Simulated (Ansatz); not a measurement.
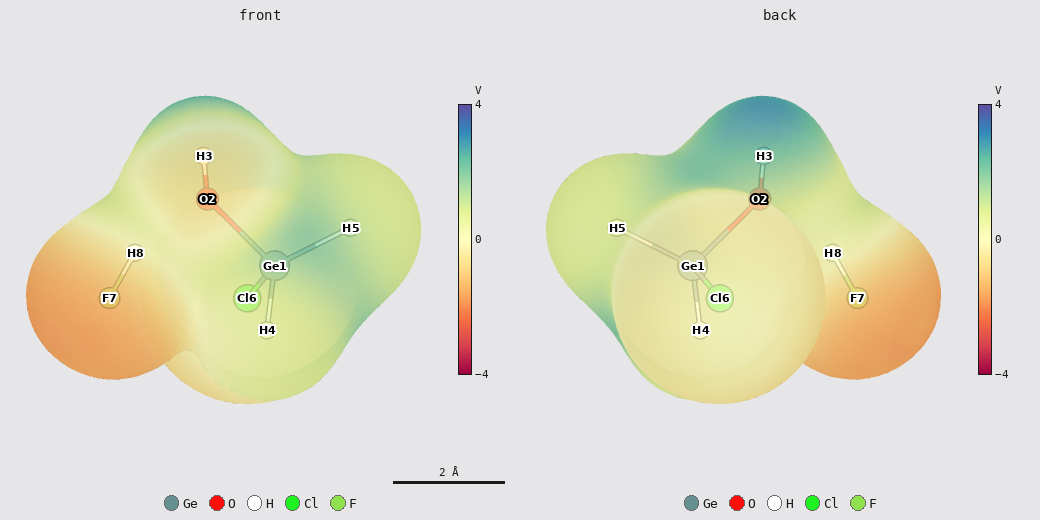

Figure. ClGeH3O···HF. The electrostatic potential painted on the density surface at 0.002 e/bohr³, seen from the front and from behind; the colour scale runs from red (negative) to blue (positive).

Method: RKS B3LYP/def2-SVP in Ansatz 0.2.0.

Input file:

```
crystal:
  periodic: [false, false, false]
  atoms:
    - { symbol: Ge, position_ang: [-0.164035, 0.113404, 0.024598] }
    - { symbol: O, position_ang: [-0.208101, 0.006891, 1.800729] }
    - { symbol: H, position_ang: [-1.081857, 0.198784, 2.169634] }
    - { symbol: H, position_ang: [1.291738, -0.015416, -0.39966] }
    - { symbol: H, position_ang: [-0.848526, 1.425599, -0.410316] }
    - { symbol: Cl, position_ang: [-1.356139, -1.473107, -0.859241] }
    - { symbol: F, position_ang: [1.36019, -2.136552, 1.001275] }
    - { symbol: H, position_ang: [1.01013, -1.826002, 1.802481] }
basis:
  gaussian: { orbitals: def2-SVP }
hamiltonian:
  xc: b3lyp
relax:
  f_tol: 0.03
  max_steps: 50
output:
  orbitals: {}
```

Launched as:

```sh
ansatz run input.yaml --threads 2 --pin off --max-ram 3072MiB --backend cpu --events-out ev --progress --plain --runs-dir out
```

The fields are those of the run's last geometry, not of the input's.

> Where is the surface potential most negative and most positive?

The most negative region (about −1.7 V) lies over F7, the most positive (about +2.9 V) over H3.
